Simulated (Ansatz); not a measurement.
System: CBrFSi (SMILES F[Si]#CBr).

The calculation's input:

```
crystal:
  periodic: [false, false, false]
  atoms:
    - {symbol: C, position_ang: [0.762788, 0.175091, -0.138376]}
    - {symbol: Br, position_ang: [1.390084, -0.045576, -1.822775]}
    - {symbol: F, position_ang: [-0.296976, 0.520648, 2.451615]}
    - {symbol: Si, position_ang: [-0.633325, 0.284828, 0.883186]}
basis:
  gaussian:
    orbitals: def2-TZVPD
hamiltonian:
  xc: pbe0
output:
  forces: true
  orbitals: {seedname: orbitals}
```

Run with:

```sh
ansatz run input.yaml --threads 1 --pin off --max-ram 2610MiB --events-out events.jsonl --progress --plain --runs-dir runs
```

Geometry: B3LYP/6-31G*.

Method: isolated molecule in a Gaussian basis; Kohn-Sham density functional theory, functional PBE0 in Ansatz 0.2.0.

Question: What will maps of the electron density and electron localisation function show?

Answer: Si–F (1.62 Å): ρ at the midpoint is about 1.1 e/Å³; the ELF peaks at about 0.85 in the valence shell of F, 0.6 Å from its nucleus, and is about 0.45 at the midpoint.
C–Si (1.73 Å): the density is about 0.98 e/Å³ at the midpoint; the ELF peaks at about 0.85 between the atoms, as expected for a covalent bond.
C–Br (1.81 Å): ρ is about 1.3 e/Å³ halfway; the ELF peaks at about 0.85 between the atoms; localised, covalent bonding.

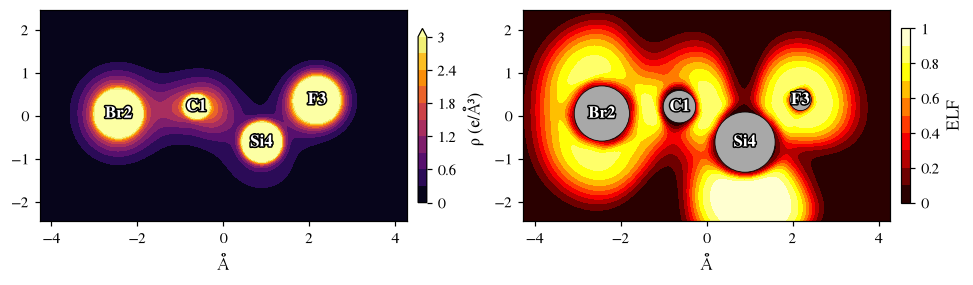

Computed electron density and electron localisation function on the molecular plane, in this order. Grey discs cover the atomic cores in the ELF map. 
